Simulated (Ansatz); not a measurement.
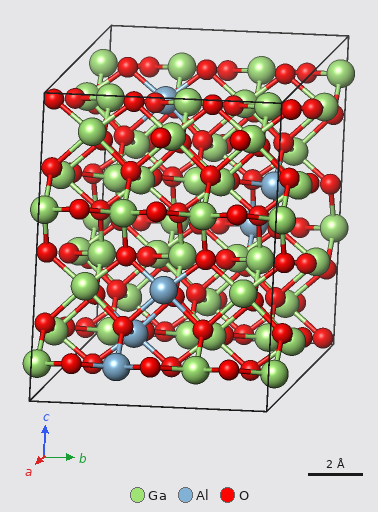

Solid Ga42Al6O72 (a generated structure), before the relaxation. The picture is a ball-and-stick view of the cell of the calculation, seen slightly off an axis.

Level of theory: Ansatz 0.2.0, DFT, PBEsol, PAW, plane waves.

(plane-wave cutoff 420 eV; k-point mesh 1 × 1 × 1; mesh shifted by (0.25, 0.25, 0.25); no spin polarisation; cell relaxed at fixed alpha, beta, gamma; force threshold 0.03 eV/Å; at most 80 steps)

```xyz
120
Lattice="12.2217 0.0000 -0.0028 0.0000 9.0957 0.0000 -2.7517 0.0000 11.2471" Properties=species:S:1:pos:R:3 pbc="T T T"
Ga    4.7198    1.5368    1.1665
Ga    3.3456    1.4880    6.7491
Ga    4.7316    4.5573    1.1496
Ga    3.3434    4.5717    6.7688
Ga    4.6986    7.5895    1.1843
Ga    1.4917    1.5288    1.7745
Ga    0.1562    1.5571    7.3627
Ga    1.4638    4.5695    1.7326
Ga    0.1525    4.5371    7.3724
Ga    1.4739    7.5584    1.8053
Ga    0.1467    7.6133    7.3624
Ga   -0.0038    0.0207    4.4584
Ga   -1.3319    9.0937   10.0998
Ga    0.0067    3.0060    4.4672
Ga   -1.3486    3.0041   10.0890
Ga   -1.3657    6.0506   10.0883
Ga   10.8249    0.0003    1.1442
Ga    9.4333    9.0884    6.7522
Ga    9.4649    3.0205    6.7598
Ga   10.8484    6.0818    1.1671
Ga    9.4253    6.0580    6.7774
Ga    7.6423    9.0941    1.7160
Ga    6.2445    9.0564    7.4152
Ga    6.2274    3.0187    7.3457
Ga    7.6104    6.0414    1.7815
Ga    6.2155    6.0810    7.4062
Ga    3.2056    0.0027    3.8416
Ga    1.8494    0.0368    9.4951
Ga    3.2246    3.0163    3.8716
Ga    3.1955    6.0691    3.8445
Ga    1.8229    6.0742    9.4793
Ga    6.1538    1.4964    4.4465
Ga    4.7371    1.5343   10.1260
Ga    6.1118    4.5859    4.4831
Ga    4.7469    4.5090   10.0885
Ga    6.1309    7.5634    4.4748
Ga    4.7193    7.5882   10.0531
Ga    9.3378    1.5285    3.8612
Ga    7.9854    1.5188    9.5022
Ga    7.9651    4.5661    9.4524
Ga    9.3184    7.5873    3.8458
Ga    7.9608    7.6253    9.4878
Al    3.3467    7.5442    6.7252
Al    0.0386    6.0460    4.4969
Al   10.8408    3.0426    1.1503
Al    7.6023    3.0482    1.7482
Al    1.8510    3.0502    9.4829
Al    9.3438    4.5456    3.8491
O     2.9005    1.5561    5.0263
O     1.5036    1.5227   10.6118
O     2.8274    4.5508    4.9990
O     1.4854    4.5480   10.6441
O     2.8747    7.5694    4.9759
O     1.5194    7.5621   10.6248
O     3.4149    1.5090    2.4781
O     1.9704    1.4817    8.0763
O     3.4170    4.5480    2.4692
O     2.0210    4.4957    8.0408
O     3.3838    7.5750    2.4415
O     1.9809    7.5984    8.0800
O    -0.9594    1.5155    4.1976
O    -2.3384    1.5517    9.8099
O    -0.9705    4.5211    4.2017
O     9.8253    4.5355    9.7890
O    -0.9738    7.5949    4.1998
O    -2.3834    7.5761    9.8340
O     1.8834    9.0862    0.6339
O     0.4756    9.0746    6.2420
O     1.8799    3.0257    0.6115
O     0.4969    3.0277    6.2617
O     1.8935    6.0551    0.6356
O     0.5079    6.1024    6.2930
O     8.9932    9.0945    5.0252
O     7.5991    9.0697   10.6081
O     8.9862    3.0321    5.0186
O     7.5695    3.0357   10.6397
O     8.9991    6.0799    5.0110
O     7.5872    6.0544   10.6577
O     1.3770    0.0111    3.1756
O    -0.0178    9.0862    8.8065
O     1.3387    3.0037    3.1768
O    -0.0287    3.0167    8.7840
O     1.3372    6.0366    3.1329
O    -0.0115    6.0630    8.7653
O     9.5047    0.0291    2.4209
O     8.1215    0.0051    8.0896
O     9.5649    3.0314    2.4432
O     8.1205    3.0305    8.0823
O     9.5167    6.0853    2.4259
O     8.1250    6.0838    8.0515
O     5.6951    9.0925    1.4595
O     4.3356    9.0731    7.0929
O     5.6977    3.0488    1.4514
O     4.3073    3.0505    7.0669
O     5.7238    6.0900    1.4263
O     4.3153    6.0226    7.0486
O     5.1393    0.0346    4.1841
O     3.7682    9.0835    9.8267
O     5.1180    3.0194    4.1800
O     3.7442    3.0467    9.7886
O     5.1252    6.0408    4.2056
O     3.7510    6.0536    9.8124
O     7.9834    1.5401    0.6058
O     6.6133    1.5505    6.2112
O     7.9826    4.5556    0.6186
O     6.6147    4.5410    6.2383
O     7.9981    7.5876    0.6217
O     6.6156    7.6107    6.2646
O     7.4481    1.5186    3.1527
O     6.0934    1.5253    8.7838
O     7.4490    4.5562    3.1958
O     6.0487    4.5316    8.7989
O     7.4418    7.5863    3.1596
O     6.1093    7.5603    8.8009
O    11.8087    1.5227    1.4149
O    10.4542    1.5478    7.0543
O    11.8480    4.5513    1.4198
O    -1.7348    4.5055    7.0927
O    11.8343    7.5644    1.4430
O    10.4413    7.5865    7.0997
```

Q: What does the optimiser find from here?

A: Over 5 accepted moves (6 points after the start) the energy falls by 2.577 eV per cell of the calculation. The largest force component goes from 2.6 to 0.0063 eV/Å. The pressure goes from 0.58 to −0.01 GPa. The SCF was repeated once at an unchanged geometry on a basis and grid sized afresh for the cell, which shifted the energy by 3.6 meV per cell of the calculation at most. O72 moves most relative to the cell: 0.14 Å along [−1 −1 −2]. Largest moves by element: O 0.14 Å, Ga 0.07 Å, Al 0.07 Å. The drawn cell changes at constant volume: a unchanged at 12.222 Å, b 9.096 → 9.094 Å (0.0 %), c 11.579 → 11.575 Å (0.0 %). Some distances before and after: Al43–O60 1.925 → 1.805 Å, Al48–O89 2.104 → 1.985 Å, Al46–O87 2.082 → 1.973 Å, Al47–O56 2.110 → 2.002 Å. Among the angles between lasting bonds that change: Ga9–O72–Ga11 107.3° → 101.1°, Ga4–O96–Ga26 126.4° → 120.7°, Ga9–O72–Al44 117.9° → 123.5°. The space group stays P1 (No. 1).

Step by step:

```
step  E − E(0), meV/atom  largest force component, eV/Å  pressure, GPa  volume, Å³/atom                      note
   0                0.00                         2.6101           0.58           10.418                          
   1              -14.73                         1.3248          -0.06           10.429                          
   2              -19.88                         1.1569           0.06           10.411                          
   3              -20.30                         0.5853           0.11           10.412                          
   4              -21.48                         0.0728          -0.03           10.416                          
   5              -21.50                         0.0063           0.00           10.414                          
   6              -21.47                         0.0063          -0.01           10.414  same geometry, new basis
```

After the run, drawn alike:

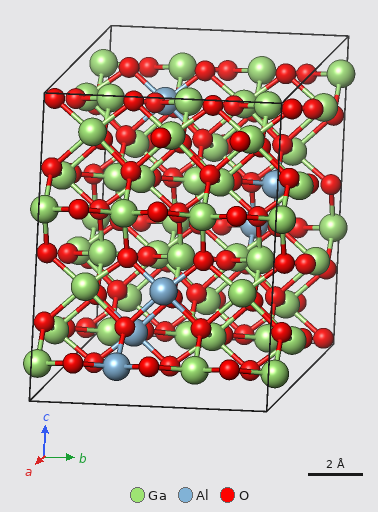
